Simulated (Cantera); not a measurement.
Feed: 1 mol TiO2, 0.24 mol MgCl2, a varied amount of O2, held at 1625 K and 19.0 Pa.

Equilibrium computed with Cantera from the NASA thermochemical tables; the gas is ideal and each condensed phase is pure. Candidate condensed phases: Mg, MgCl2, MgO, MgTiO3, MgTi2O5, Mg2TiO4, Ti, TiCl2, TiCl3, TiCl4, TiO, TiO2, Ti2O3, Ti3O5, Ti4O7; 20 gas species. Mutual solubility and eutectic melting of coexisting phases are not modelled. Condensed phases not in the tables: alloys, solid solutions and most ternary compounds. Kinetics and transport are ignored.

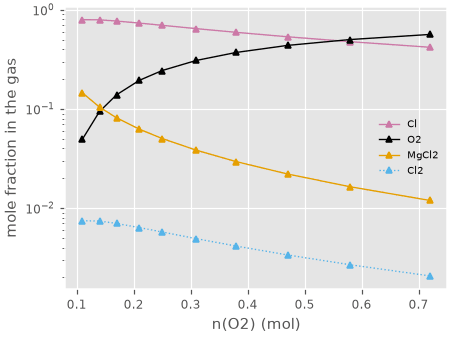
*Equilibrium gas composition (values under 1e-9 drawn at 1e-9)*

From 0.11 mol O2 to 0.72 mol O2 the condensed part is MgTi2O5(s) + TiO2(rutile). The main Ti-bearing gas is TiOCl2 throughout.
